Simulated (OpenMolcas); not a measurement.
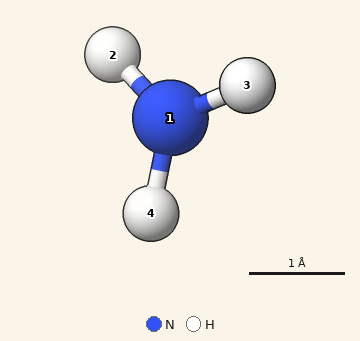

Figure 1. The structure (ball-and-stick view, seen at a tilt; atoms are numbered from 1 in the order of the input).

# Single-point calculation, with input and output: NH3 (charge +1)

The run: single-point calculation of NH3, charge +1, multiplicity 2, SMILES [NH3+]. Method and program: MC-PDFT (tPBE)/3-21G (OpenMolcas 26.06).

The geometry comes from this level: GFN2-xTB.

## Input
```
&GATEWAY
  BASLIB = $CurrDir
  COORD
  4
  angstrom
  N        0.000140      -0.000820      -0.000330
  H        0.510700      -0.238750       0.859300
  H       -0.995460      -0.239520      -0.089810
  H        0.484620       0.479080      -0.769160
  BASIS = 3-21G
  GROUP = NoSym

&SEWARD

&RASSCF
  FILEORB = $CurrDir/step2.RasOrb
  SPIN = 2
  NACTEL = 7 0 0
  INACTIVE = 1
  RAS2 = 7
  ORBLISTING = Nothing

&MCPDFT
  KSDFT = T:PBE
```

Run on 1 thread of Arm Neoverse N1, 54 GiB of memory available, shared host.

Command:
```bash
export MOLCAS_MEM=1860
pymolcas step7.input > step7.log
```

## The program's output
```
--- Start Module: gateway ---

                                              &GATEWAY

                       available to each process: 1.9 GB of memory, 1 thread

 Basis Set     1 Label: N.3-21G
 Basis set is read from library:.
 basistype.tbl is not found

 Basis Set     2 Label: H.3-21G
 Basis set is read from library:.
 basistype.tbl is not found

++    Symmetry information:
      ---------------------

                    Character Table for C1

                             E
                    a        1  x, y, xy, Rz, z, xz, Ry, yz, Rx, I
--

++    Basis set information:
      ----------------------

      Basis set label: N.3-21G.........

      Electronic valence basis set:
      ------------------
      Associated Effective Charge   7.000000 au
      Associated Actual Charge      7.000000 au
      Nuclear Model: Point charge

      Shell  nPrim  nBasis  Cartesian Spherical Contaminant
         s       6       3        X
         p       3       2        X

      Basis set label: H.3-21G.........

      Electronic valence basis set:
      ------------------
      Associated Effective Charge   1.000000 au
      Associated Actual Charge      1.000000 au
      Nuclear Model: Point charge

      Shell  nPrim  nBasis  Cartesian Spherical Contaminant
         s       3       2        X
--

++    Molecular structure info:
      -------------------------

                    ************************************************
                    **** Cartesian Coordinates / bohr, angstrom ****
                    ************************************************

     Center  Label                x              y              z                     x              y              z
        1      N1               0.000265      -0.001550      -0.000624              0.000140      -0.000820      -0.000330
        2      H2               0.965083      -0.451172       1.623842              0.510700      -0.238750       0.859300
        3      H3              -1.881147      -0.452627      -0.169716             -0.995460      -0.239520      -0.089810
        4      H4               0.915799       0.905330      -1.453502              0.484620       0.479080      -0.769160

                    ***************************************
                    *    InterNuclear Distances / bohr    *
                    ***************************************

               1 N1            2 H2            3 H3            4 H4
    1 N1       0.000000
    2 H2       1.942144        0.000000
    3 H3       1.942105        3.364205        0.000000
    4 H4       1.942032        3.363416        3.363786        0.000000

                    *******************************************
                    *    InterNuclear Distances / angstrom    *
                    *******************************************

               1 N1            2 H2            3 H3            4 H4
    1 N1       0.000000
    2 H2       1.027738        0.000000
    3 H3       1.027718        1.780261        0.000000
    4 H4       1.027679        1.779843        1.780039        0.000000

                    **************************************
                    *    Valence Bond Angles / degree    *
                    **************************************
                          Atom centers                 Phi
                      2 H2       1 N1       3 H3       120.02
                      2 H2       1 N1       4 H4       119.98
                      3 H3       1 N1       4 H4       120.00
--

            Nuclear Potential Energy             11.70492046 au

--- Stop Module: gateway /rc=_RC_ALL_IS_WELL_ ---

--- Start Module: seward ---

                                              &SEWARD

                       available to each process: 1.9 GB of memory, 1 thread

               SEWARD will generate:
                  Multipole Moment integrals up to order  2
                  Kinetic Energy integrals
                  Nuclear Attraction integrals (point charge)
                  One-Electron Hamiltonian integrals
                  Velocity integrals
                  Orbital angular momentum around (  0.0002  -0.0012  -0.0005 )
                  Velocity quadrupole around (  0.0002  -0.0012  -0.0005 )
                  Two-Electron Repulsion integrals

                   Integrals are discarded if absolute value <: 1.00E-14
                   Integral cutoff threshold is set to       <: 1.00E-16

            Nuclear Potential Energy             11.70492046 au

      Basis set specifications :
      Symmetry species         a
      Basis functions           15

--- Stop Module: seward /rc=_RC_ALL_IS_WELL_ ---
--- Module seward spent 1 second ---

--- Start Module: rasscf ---

                                              &RASSCF

                       available to each process: 1.9 GB of memory, 1 thread

      Header of the ONEINT file:
      --------------------------

      OrdInt status: non-squared

      Cartesian coordinates in angstrom:
      -----------------------------------------------------
      No.  Label        X            Y            Z
      -----------------------------------------------------
       1   N1         0.00014000  -0.00082000  -0.00033000
       2   H2         0.51070000  -0.23875000   0.85930000
       3   H3        -0.99546000  -0.23952000  -0.08981000
       4   H4         0.48462000   0.47908000  -0.76916000
      -----------------------------------------------------
      Nuclear repulsion energy =   11.70492046

++    Wave function specifications:
      -----------------------------

      Number of closed shell electrons           2
      Number of electrons in active shells       7
      Max number of holes in RAS1 space          0
      Max nr of electrons in RAS3 space          0
      Number of inactive orbitals                1
      Number of active orbitals                  7
      Number of secondary orbitals               7
      Spin quantum number                      0.5
      State symmetry                             1
--

++    Orbital specifications:
      -----------------------

      Symmetry species                           1
                                                 a
      Frozen orbitals                            0
      Inactive orbitals                          1
      Active orbitals                            7
      RAS1 orbitals                              0
      RAS2 orbitals                              7
      RAS3 orbitals                              0
      Secondary orbitals                         7
      Deleted orbitals                           0
      Number of basis functions                 15
--

++    CI expansion specifications:
      ----------------------------

      Number of CSFs                           784
      Number of determinants                  1225
      Number of root(s) required                 1
      Root chosen for geometry opt.              1
      CI root used                               1

      highest root included in the CI            1
      max. size of the explicit Hamiltonian    200
--

++    Optimization specifications:
      ----------------------------

      RASSCF algorithm: Conventional
      Maximum number of macro iterations       200
      Maximum number of SX iterations          100
      Threshold for RASSCF energy            1.000E-08
      Threshold for max MO rotation          1.000E-01
      Threshold for max BLB element          1.000E-04
      Level shift parameter                  5.000E-01
      Make Quasi-Newton update
--

      The MO-coefficients are taken from the file:
      step2.RasOrb
      Title: RASSCF average (pseudo-natural) orbitals

      Total molecular charge    1.00

      ************************************************************************************************************************
      *                                            Wave function control section                                             *
      ************************************************************************************************************************

                                         RASSCF iterations: Energy and convergence statistics
                                         ----------------------------------------------------

          iter iter root      energy       change     param      element    value   shift minimum  type update hh:mm:ss
 Nr of preliminary CI iterations:   4
        1   1    3    1   -55.64619922    0.00E+00  -7.52E-05    2  15 1  3.93E-05   0.00   0.00    SX    NO    0:00:00
        2   1    3    1   -55.64619922   -3.34E-09  -2.84E-05    1   6 1  2.98E-06   0.00   0.00    SX    NO    0:00:00
        3   1    2    1   -55.64619922   -2.31E-10   1.06E-05    7  12 1 -7.61E-07   0.00   0.00    SX    NO    0:00:00
        4   4    3    1   -55.64619937   -1.46E-07* -7.17E-05    2  15 1 -3.32E-05   0.00   0.00    SX    NO    0:00:00
        5   1    3    1   -55.64619937   -2.83E-09   3.69E-05    1  15 1 -2.69E-06   0.00   1.26    QN   YES    0:00:00
      Convergence after  5 iterations
        6   2    3    1   -55.64619937   -8.87E-10   3.69E-05    2  15 1 -6.94E-06   0.00   1.26    QN   YES    0:00:00

      ************************************************************************************************************************
                                                      Wave function printout:
                       occupation of active orbitals, and spin coupling of open shells (u,d: Spin up or down)
      ************************************************************************************************************************

      Note: transformation to natural orbitals
      has been made, which may change the order of the CSFs.

      printout of CI-coefficients larger than  0.05 for root  1
      energy=     -55.646199
      conf/sym  1111111     Coeff  Weight
             1  222u000   0.98348 0.96723
            14  u22du00   0.05081 0.00258
            83  220u020   0.06508 0.00424
           100  u2duud0  -0.05306 0.00282
           115  202u002   0.06519 0.00425
           122  ud2uu0d   0.05298 0.00281

      Natural orbitals and occupation numbers for root  1
      sym 1:   1.983775   1.977792   1.977789   1.000000   0.020087   0.020281   0.020276

      ************************************************************************************************************************
      *                                                    Final results                                                     *
      ************************************************************************************************************************

++    Final optimization conditions:
      ------------------------------

      Average CI energy                             -55.64619937
      RASSCF energy for state  1                    -55.64619937
      Super-CI energy                                -0.00000000
      RASSCF energy change                            0.00000000
      Max change in MO coefficients               7.108E-05
      Max non-diagonal density matrix element     3.692E-05
      Maximum BLB matrix element                 -6.936E-06
      (orbital pair   2,  15 in symmetry   1)
      Norm of electronic gradient            1.325E-05
--

      Final state energy(ies):
      ------------------------

::    RASSCF root number  1 Total energy:    -55.64619937
      Von Neumann Entropy (Root   1) =  0.74451

      Mulliken population analysis for root number:  1
      -----------------------------------------------

++    Molecular charges:
      ------------------

      Mulliken charges per centre
      ---------------------------

                N1      H2      H3      H4
      Total    7.3858  0.5381  0.5380  0.5381

      N-E     -0.3858  0.4619  0.4620  0.4619

      Total electronic charge=    9.000000

      Total            charge=    1.000000
--

      Expectation values of various properties for root number:  1
      -----------------------------------------------------------

++    Molecular properties:
      ---------------------

      Charge (e):
                      =    1.0000
      Dipole Moment (debye):
      Origin of the operator (angstrom)=    0.0001   -0.0006   -0.0003
                   X= -9.0420E-04               Y=  4.6304E-03               Z=  1.9479E-03           Total=  5.1041E-03
      Center of Charge (angstrom)
                     X=   -0.00008140               Y=    0.00033757               Z=    0.00015367
      Quadrupole Moment (debye*angstrom):
      Origin of the operator (angstrom)=    0.0001   -0.0006   -0.0003
                  XX= -3.2559E+00              XY=  6.7041E-01              XZ=  2.9916E-01              YY= -5.4534E+00
                  YZ= -1.0615E+00              ZZ= -3.5420E+00
      In traceless form (debye*angstrom)
                  XX=  1.2418E+00              XY=  1.0056E+00              XZ=  4.4874E-01              YY= -2.0545E+00
                  YZ= -1.5922E+00              ZZ=  8.1263E-01
--

      Mulliken spin population analysis for root number:  1
      ---------------------------------------------------

++    Molecular charges:
      ------------------

      Mulliken spin population per centre
      ---------------------------

                N1      H2      H3      H4
      Total    1.1054 -0.0351 -0.0351 -0.0351

      Total electronic spin=    1.000000
--

      Average orbitals are written to the RASORB file
      Natural orbitals for root   1 are written to the RASORB.1 file
      Spin density orbitals for root   1 are written to the SPDORB.1 file

--- Stop Module: rasscf /rc=_RC_ALL_IS_WELL_ ---
--- Module rasscf spent 1 second ---

--- Start Module: mcpdft ---

                                              &MCPDFT

                       available to each process: 1.9 GB of memory, 1 thread

 ###############################################################################
 ###    WARNING: Deprecation warning: KSDF should be replaced                ###
 ###    with FUNC keyword                                                    ###
 ###############################################################################

++    Wave function specifications:
      -----------------------------

      Number of closed shell electrons           2
      Number of electrons in active shells       7
      Max number of holes in RAS1 space          0
      Max nr of electrons in RAS3 space          0
      Number of inactive orbitals                1
      Number of active orbitals                  7
      Number of secondary orbitals               7
      Spin quantum number                      0.5
      State symmetry                             1
      Number of CSFs                           784
      Number of RASSCF root(s) available         1
--

++    Orbital specifications:
      -----------------------

      Symmetry species                           1
                                                 a
      Frozen orbitals                            0
      Inactive orbitals                          1
      Active orbitals                            7
      RAS1 orbitals                              0
      RAS2 orbitals                              7
      RAS3 orbitals                              0
      Secondary orbitals                         7
      Deleted orbitals                           0
      Number of basis functions                 15
--

++    MCPDFT specifications:
      ----------------------

      Cholesky decomposition                     Off
      Type of calculation                        MC-PDFT
      On-Top Functional                          T:PBE
      Exchange scaling factor                    1.00
      Correlation scaling factor                 1.00
      Wave function energy weight                0.00
--

      Numerical integration parameters
      --------------------------------
      Radial quadrature type:                         MHL
      Size of radial grid:                            75
      Lebedev angular grid:                           29
      Angular grid pruned with the crowding factor:  3.00E+00
                                 and fading factor:  6.00E+00
      Screening threshold for integral computation:   1.00E-11
      Radial quadrature accuracy:                     1.00E-25
      Maximum batch size:                             128
      AO values are stored on disk

++    DFT functional specifications:
      ------------------------------
      Using Libxc version: 6.2.2
      Please cite the following reference:
      S. Lehtola, C. Steigemann, M. J.T. Oliveira, and M. A.L. Marques.,  SoftwareX 7, 1–5 (2018) doi:10.1016/j.softx.2017.11.002

      * Perdew, Burke & Ernzerhof
        - J. P. Perdew, K. Burke, and M. Ernzerhof.,  Phys. Rev. Lett. 77, 3865 (1996) doi:10.1103/PhysRevLett.77.3865
        - J. P. Perdew, K. Burke, and M. Ernzerhof.,  Phys. Rev. Lett. 78, 1396 (1997) doi:10.1103/PhysRevLett.78.1396
      * Perdew, Burke & Ernzerhof
        - J. P. Perdew, K. Burke, and M. Ernzerhof.,  Phys. Rev. Lett. 77, 3865 (1996) doi:10.1103/PhysRevLett.77.3865
        - J. P. Perdew, K. Burke, and M. Ernzerhof.,  Phys. Rev. Lett. 78, 1396 (1997) doi:10.1103/PhysRevLett.78.1396
--
   File JOBOLD not found -- use JOBIPH.
      The MO-coefficients are taken from the file:
      JOBIPH
 Reference MC-SCF energies taken from JOBIPH

++    MC-PDFT RESULTS, STATE 0001
      ---------------------------

      MCSCF reference energy                                              -55.64619937

      Integrated total density:                                                  9.000
      Integrated alpha density before functional transformation:                 5.000
      Integrated  beta density before functional transformation:                 4.000
      Integrated alpha density  after functional transformation:                 5.811
      Integrated  beta density  after functional transformation:                 3.189
      Integrated alpha tau     before functional transformation:                 0.000
      Integrated  beta tau     before functional transformation:                 0.000
      Integrated alpha tau      after functional transformation:                 0.000
      Integrated  beta tau      after functional transformation:                 0.000
      NOTE:
      Densities after transformation are intermediate quantities
      and should not be interpreted as real spin densities

      Exchange energy scaling factor                                          1.000000
      Correlation energy scaling factor                                       1.000000

      Integrated alpha exchange energy                                       -4.465041
      Integrated beta  exchange energy                                       -2.890719
      Integrated  correlation   energy                                       -0.265790

      Nuclear Repulsion energy                                             11.70492046
      CASSCF contribution energy                                          -48.17666909
      On-top energy                                                        -7.62155008

      Total MCPDFT energy for state   1                                   -55.79821917
--

::    MCPDFT root number  1 Total energy:    -55.79821917

--- Stop Module: mcpdft /rc=_RC_ALL_IS_WELL_ ---

.##################.
.# Happy landing! #.
.##################.

    Timing: Wall=3.18 User=2.50 System=0.62
```

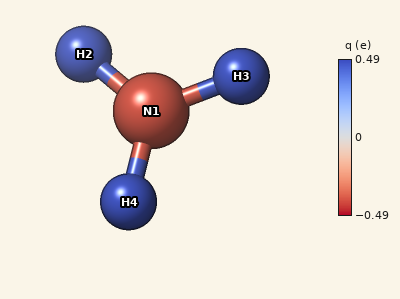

Figure 2. Mulliken charges, as the colour of each atom (ball-and-stick view, seen at a tilt; atoms are numbered from 1 in the order of the input). By element: N −0.39 and H +0.46 e.

## Summary

| quantity | value |
| --- | --- |
| outcome | converged |
| total energy | −55.798219 hartree |
| basis functions | 15 |
| wall time | 3.6 s |
| peak memory | 0.37 GiB |
